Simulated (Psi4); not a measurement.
**CCSD/cc-pVTZ run of NO2F (nitryl fluoride)**

What is the energy change on altering one bond length of NO2F (nitryl fluoride) at CCSD/cc-pVTZ? 

Program for the calculation: Psi4 1.11.

## (1) The molecule

NO2F has 4 atoms, charge 0, and is taken as a singlet. SMILES: `O=[N+]([O-])F`. The coordinates come from a PBE0-D4/def2-TZVP relaxation.

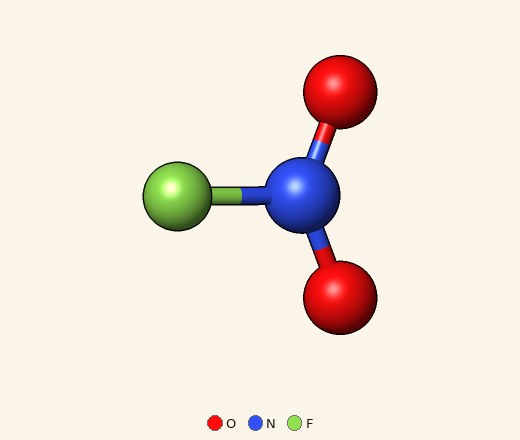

Viewed from a chosen angle; oxygen red, nitrogen blue, fluorine green.

## (2) The energy at CCSD/cc-pVTZ

job.py reads:

```python
import psi4

psi4.set_memory(2200000000)
psi4.set_num_threads(1)
psi4.core.set_output_file('output.dat', False)

mol = psi4.geometry("""
O      0.188290     0.469930     1.120250
N      0.079720    -0.071800     0.089140
O      0.476580    -1.068680    -0.376880
F     -0.744590     0.670550    -0.832510
symmetry c1
no_reorient
no_com
""")

options = {'basis': 'cc-pVTZ', 'puream': True, 'e_convergence': 1e-09, 'd_convergence': 1e-08, 'scf_type': 'pk', 'num_frozen_docc': 4}
psi4.set_options(options)

energy_value = psi4.energy("ccsd", molecule=mol)
print(f'total energy {energy_value:.8f} hartree = {energy_value * 27.211386:.5f} eV')
```

On the command line:

```
python job.py
```

output.dat:

```text
[...]
  Running in c1 symmetry.
[...]
  Nuclear repulsion =  124.476506262533732
[...]
  Multiplicity = 1
[...]
  Nalpha       = 16
  Nbeta        = 16
[...]
    Number of basis functions: 120
[...]
   @RHF iter   1:  -303.32132948843088   -2.59581e-01   6.46839e-03 ADIIS/DIIS
[...]
   @RHF iter  12:  -303.53254315733864   -1.00044e-11   7.17477e-09 DIIS
[...]
    Orbital Energies [Eh]
    ---------------------
    Doubly Occupied:
       1A    -26.377399     2A    -20.685548     3A    -20.685488
       4A    -15.988255     5A     -1.766572     6A     -1.609874
       7A     -1.532177     8A     -0.973974     9A     -0.863561
      10A     -0.844603    11A     -0.823499    12A     -0.715406
      13A     -0.687271    14A     -0.586831    15A     -0.567730
      16A     -0.536724
[...]
  @RHF Final Energy:  -303.53254315733864
   => Energetics <=
    Nuclear Repulsion Energy =            124.4765062625337322
    One-Electron Energy =                -665.5282738831970164
    Two-Electron Energy =                 237.5192244633247185
    Total Energy =                       -303.5325431573386368
[...]
 Multipole Moments:
 ------------------------------------------------------------------------------------
     Multipole            Electronic (a.u.)      Nuclear  (a.u.)        Total (a.u.)
 ------------------------------------------------------------------------------------
 L = 1.  Multiply by 2.5417464519 to convert [e a0] to [Debye]
 Dipole X            :          1.5744585           -1.5577201            0.0167383
 Dipole Y            :         -1.4179254            1.4028382           -0.0150873
 Dipole Z            :          1.7603861           -1.7416661            0.0187201
 Magnitude           :                                                    0.0292957
[...]
      * MP2 total energy                      = -304.482218688436376
[...]
      * CCSD total energy                     = -304.459898075949184
```

On the terminal:

```text
total energy -304.45989808 hartree = -8284.77581 eV
```

Wall time 2.5 min (1 thread of AMD EPYC 7R43 (Zen 3), shared host); peak memory 1.9 GiB.

## (3) The distorted shape, same level

fno2.dat reads:

```
memory 2200 mb

molecule geom {
  O
  N 1 r2
  O 2 r3 1 a3
  F 2 r4 3 a4 1 d4

  r2 = 1.169806
  r3 = 1.169804
  a3 = 135.58531
  r4 = 1.6586
  a4 = 112.20731
  d4 = 179.99856
  symmetry c1
  no_reorient
  no_com
}

set {
  basis cc-pVTZ
  puream true
  e_convergence 1e-09
  d_convergence 1e-08
  scf_type pk
  num_frozen_docc 4
}

e, wfn = energy("ccsd", return_wfn=True)
```

On the command line:

```
psi4 -n 1 fno2.dat fno2.out
```

fno2.out:

```text
[...]
  Running in c1 symmetry.
[...]
  Nuclear repulsion =  118.641516572936112
[...]
  Multiplicity = 1
[...]
  Nalpha       = 16
  Nbeta        = 16
[...]
    Number of basis functions: 120
[...]
   @RHF iter   1:  -303.27328616077108   -5.10664e-01   6.50702e-03 ADIIS/DIIS
[...]
   @RHF iter  13:  -303.49969349652918   -3.18323e-12   5.88930e-09 DIIS
[...]
    Orbital Energies [Eh]
    ---------------------
    Doubly Occupied:
       1A    -26.324895     2A    -20.719757     3A    -20.719692
       4A    -16.000931     5A     -1.745129     6A     -1.555508
       7A     -1.550289     8A     -0.965268     9A     -0.858105
      10A     -0.836676    11A     -0.832925    12A     -0.665735
      13A     -0.649719    14A     -0.584391    15A     -0.561332
      16A     -0.558986
[...]
  @RHF Final Energy:  -303.49969349652918
   => Energetics <=
    Nuclear Repulsion Energy =            118.6415165729361121
    One-Electron Energy =                -654.0237456192033960
    Two-Electron Energy =                 231.8825355497381224
    Total Energy =                       -303.4996934965291757
[...]
 Multipole Moments:
 ------------------------------------------------------------------------------------
     Multipole            Electronic (a.u.)      Nuclear  (a.u.)        Total (a.u.)
 ------------------------------------------------------------------------------------
 L = 1.  Multiply by 2.5417464519 to convert [e a0] to [Debye]
 Dipole X            :         -0.0000073            0.0000258            0.0000185
 Dipole Y            :          0.7130435           -1.2207956           -0.5077522
 Dipole Z            :          0.2911003           -0.4983812           -0.2072809
 Magnitude           :                                                    0.5484320
[...]
      * MP2 total energy                      = -304.477216007075924
[...]
      * CCSD total energy                     = -304.443933453092484
[...]
```

Wall time 2.2 min (1 thread of AMD EPYC 7R43 (Zen 3), shared host); peak memory 1.9 GiB.

## (4) Summary of results

At CCSD/cc-pVTZ, 4 core orbitals frozen:

| quantity | value |
| --- | --- |
| first shape: total energy | -304.45990 Eh |
| first shape: HOMO energy (Hartree–Fock orbitals) | -14.61 eV |
| first shape: LUMO energy (Hartree–Fock orbitals) | 2.01 eV |
| first shape: HOMO–LUMO gap (Hartree–Fock orbitals) | 16.62 eV |
| first shape: correlation energy (4 core orbitals frozen) | -927.4 mEh |
| first shape: T1 diagnostic | 0.018 |
| distorted shape: total energy | -304.44393 Eh |
| distorted shape: HOMO energy (Hartree–Fock orbitals) | -15.21 eV |
| distorted shape: LUMO energy (Hartree–Fock orbitals) | 1.28 eV |
| distorted shape: HOMO–LUMO gap (Hartree–Fock orbitals) | 16.50 eV |
| distorted shape: correlation energy (4 core orbitals frozen) | -944.2 mEh |
| distorted shape: T1 diagnostic | 0.020 |
| energy change with the N2–F4 bond stretched from 1.442 to 1.659 Å | 0.434 eV |

With the N2–F4 bond stretched from 1.442 to 1.659 Å the energy rises by 0.43 eV (41.9 kJ/mol). The first shape isn't relaxed at this level, so the change isn't measured from a minimum.
